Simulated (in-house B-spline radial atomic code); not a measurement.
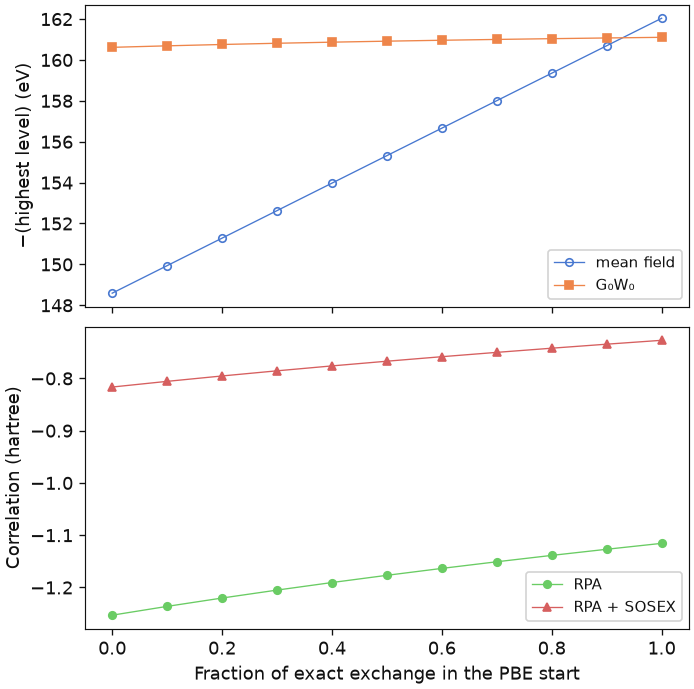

G₀W₀ and RPA for Cr⁶⁺ ([Ne] 3s² 3p⁶) as exact exchange is mixed into the PBE start. All-electron spherical atom, scalar X2C, no spin-orbit coupling, Breit or QED terms; computed with a B-spline radial code.

How do the results depend on the fraction of exact exchange?

Answer. The mean-field binding energy of 3p runs from 148.59 eV at fraction 0 to 162.03 eV at 1, the G₀W₀ value only from 160.61 to 161.10 eV. The correction vanishes near a fraction of 0.93. The RPA correlation energy goes from −1.253 to −1.116 hartree, and with SOSEX from −0.8167 to −0.7273.
